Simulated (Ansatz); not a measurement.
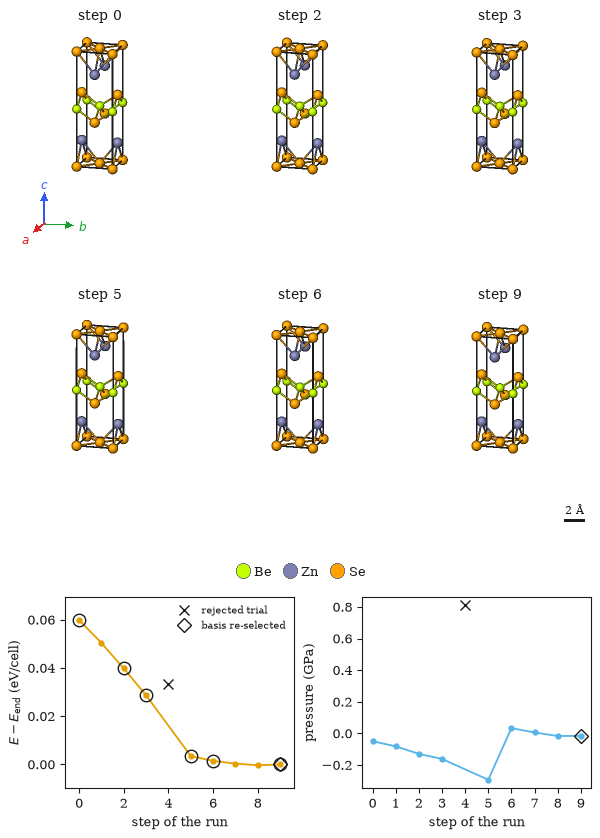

Frames of a relaxation of solid BeZnSe2 (a generated structure, set up in P4/nmm), marked on the history of the run. A ball-and-stick model of the cell of the calculation, seen slightly off an axis.

Level of theory: Ansatz, DFT PBE, scalar-relativistic, plane waves, PAW. Settings: plane-wave cutoff 420 eV; k-point mesh 10 × 10 × 4; occupations gaussian; smearing width 0.1 eV; no spin polarisation; cell and atoms relaxed; force threshold 0.01 eV/Å; at most 80 steps.

Question: Describe the path.

Answer: The largest moves relative to the cell, 0.14 Å, are those of Zn atoms. By element the largest moves are Zn 0.14 Å, Se 0.04 Å. Be stays in place. The drawn cell changes as follows: a = b 3.812 → 3.888 Å (+2.0 %), c 12.204 → 11.598 Å (−5.0 %); the volume changes by −1.1 %. Among the contacts that change: Se–Zn 3.012 → 2.845 Å, Se–Se 2.695 → 2.749 Å, Be–Se 2.307 → 2.323 Å. Among the angles between lasting bonds that change: Se–Zn–Se 78.5° → 86.2°, Se–Be–Se 111.4° → 113.6°, Be–Se–Be 111.4° → 113.6°. The space group stays P4/nmm (No. 129). The energy falls by 59.9 meV per cell of the calculation in 7 accepted moves (9 points after the start). The largest force component goes from 0.14 to 0.003 eV/Å. The pressure goes from −0.05 to −0.02 GPa. The line search rejected the trial step at point 4 of the run. At 1 point the geometry stayed and the basis and grid were re-selected for the new cell (energy shift of 0.3 meV per cell of the calculation at most each time). Cost: 6.9 min on 1 thread of Intel(R) Xeon(R) Platinum 8488C (Sapphire Rapids) (shared host), peak memory 0.8 GiB. From step 0 to 2: Zn atoms move most (0.06 Å), volume +0.5 %, energy −20.1 meV per cell of the calculation. From step 2 to 3: Zn atoms move most (0.03 Å), volume +0.1 %, energy −11.2 meV per cell of the calculation. From step 3 to 5: Zn atoms move most (0.08 Å), volume +0.3 %, energy −25.2 meV per cell of the calculation. From step 5 to 6: volume −0.9 %, energy −2.0 meV per cell of the calculation. From step 6 to 9: Zn atoms move most (0.04 Å), volume −1.2 %, energy −1.5 meV per cell of the calculation.

```tsv
step	E − E(0), meV/atom	largest force component, eV/Å	pressure, GPa	volume, Å³/atom	note
0	0.00	0.1387	-0.05	22.163	
1	-1.19	0.1404	-0.08	22.224	
2	-2.51	0.1450	-0.13	22.283	
3	-3.91	0.1376	-0.16	22.309	
4	-3.33	0.2843	0.81	22.087	rejected
5	-7.05	0.0339	-0.29	22.381	
6	-7.31	0.0345	0.03	22.169	
7	-7.45	0.0147	0.01	22.076	
8	-7.53	0.0031	-0.02	21.913	
9	-7.49	0.0030	-0.02	21.913	same geometry, new basis
```
